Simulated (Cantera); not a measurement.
Charge: 1 mol CuO, 2.8 mol HF, 7 mol N2, held at 675 °C.

These are equilibrium values from Cantera (NASA tables, ideal gas, pure condensed phases), not measurements of a reactor. Candidate condensed phases: Cu, CuF2, CuO, Cu(OH)2, Cu2O, H2O; 45 gas species. Kinetics and transport are ignored.

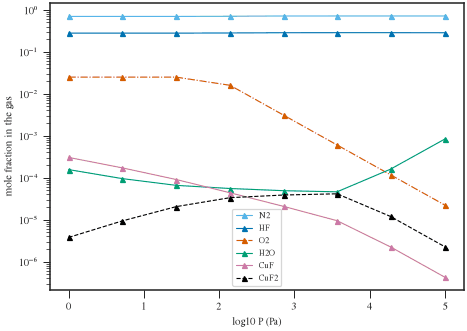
*Equilibrium gas composition (values under 1e-9 drawn at 1e-9)*

Task: Read off the mole fractions at 7.20 mbar.

Result: N2 about 0.71, HF about 0.28, O2 about 0.0031, H2O about 4.9e-5, CuF2 about 3.9e-5, CuF about 2.1e-5.
